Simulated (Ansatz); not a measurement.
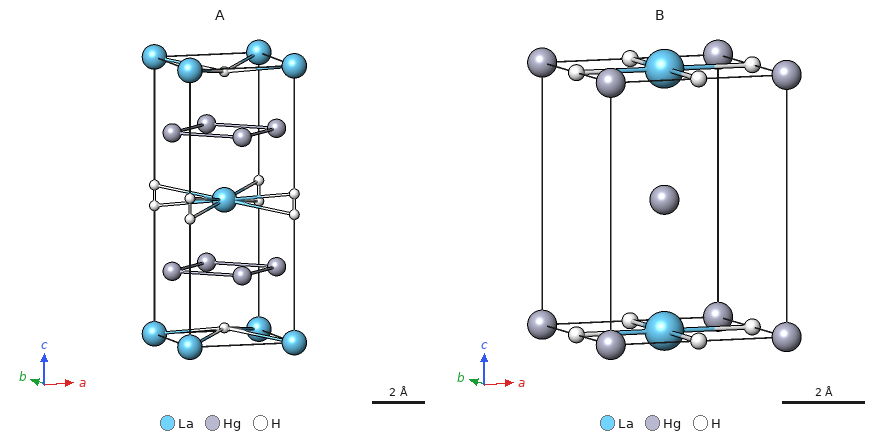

Two structures of LaHg2H2, each relaxed to rest (conventional cells in solid outline, small ones repeated, not to one scale). Method: DFT PBE, scalar-relativistic, plane waves, PAW (Ansatz 0.2.0), without spin polarisation.

What are the two structures?

Answer. A: ThCr₂Si₂ type, I4/mmm. B: 5 atoms a cell on a primitive tetragonal lattice, P4/mmm.

Which is the more stable form at this level of theory?

Answer. A is lower, by 98 meV/atom at this level of theory (energies at zero smearing). Volumes: A 19.4, B 28.3 Å³/atom.

One or both may be structure types tried for this composition rather than known phases.
